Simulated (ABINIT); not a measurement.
What a tighter setting buys: ecut, Os (P6_3/mmc, 2 atoms in the cell)

```xyz
2
Lattice="2.6791 0.0000 0.0000 -1.3396 2.3202 0.0000 0.0000 0.0000 4.2207" Properties=species:S:1:pos:R:3 pbc="T T T"
Os     0.0000     1.5468     1.0552
Os     1.3396     0.7734     3.1656
```

Method of the run: revPBE, PAW (JTH v2.0 PBE PAW, files made for PBE) (plane waves; ABINIT 10.0.3).

Base settings: pseudos = [Os.GGA_PBE-JTH.xml]; ecut = 40 Ry; pawecutdg = 80 Ry; pawxcdev = 0; ixc = 14; occopt = 6; tsmear = 0.1 eV; ngkpt = 10 10 5; nshiftk = 1; shiftk = 0 0 0.

Misses are taken against the tightest run, 80 Ry (pawecutdg: 80 Ry → 160 Ry), which need not be fully converged itself. The energy is the free energy per atom.

The count of work is k-points × plane waves × bands × iterations; it is no time, and leaves out set-up, grids and terms that scale otherwise. 

The starting cell comes from a database of computed structures (which also holds hypothetical and non-ambient phases and stackings), without a prior relaxation at this level. Its lattice was rescaled by a random factor within 2.5 % of one. Spin polarisation is off. The potentials were made for another functional than the one used. In the base run, with a pressure of about 45 GPa the cell is away from its equilibrium volume at this level.

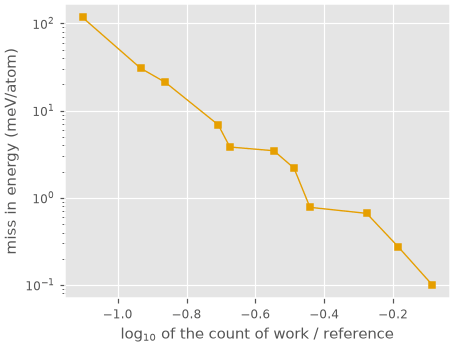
Miss against the count of work; the reference run is not drawn, and misses under 0.1 meV/atom are drawn there.

```tsv
ecut	energy less reference (meV/atom)	pressure less reference (GPa)	count of work / reference
16 Ry (pawecutdg: 80 Ry → 32 Ry)	117.24	-11.01	0.079
20 Ry (pawecutdg: 80 Ry → 40 Ry)	30.65	-0.20	0.12
24 Ry (pawecutdg: 80 Ry → 48 Ry)	21.10	-0.83	0.14
28 Ry (pawecutdg: 80 Ry → 56 Ry)	6.87	-0.38	0.20
32 Ry (pawecutdg: 80 Ry → 64 Ry)	3.83	-0.01	0.21
36 Ry (pawecutdg: 80 Ry → 72 Ry)	3.47	-0.07	0.28
40 Ry	2.19	-0.13	0.33
46 Ry (pawecutdg: 80 Ry → 92 Ry)	0.78	-0.02	0.36
52 Ry (pawecutdg: 80 Ry → 104 Ry)	0.66	-0.01	0.53
60 Ry (pawecutdg: 80 Ry → 120 Ry)	0.27	-0.01	0.65
70 Ry (pawecutdg: 80 Ry → 140 Ry)	0.09	0.01	0.82
80 Ry (pawecutdg: 80 Ry → 160 Ry)	0.00	0.00	1.0
```

Coarsest setting among those run that, with all tighter ones, holds the energy within 2 meV/atom of the reference: 46 Ry (pawecutdg: 80 Ry → 92 Ry), off by 0.78 meV/atom; it needs 0.36 of the reference's count of work.

The step from 16 Ry (pawecutdg: 80 Ry → 32 Ry) to 46 Ry (pawecutdg: 80 Ry → 92 Ry): it takes the miss in the energy from 120 to 0.78 meV/atom, for 4.6 times the count of work.
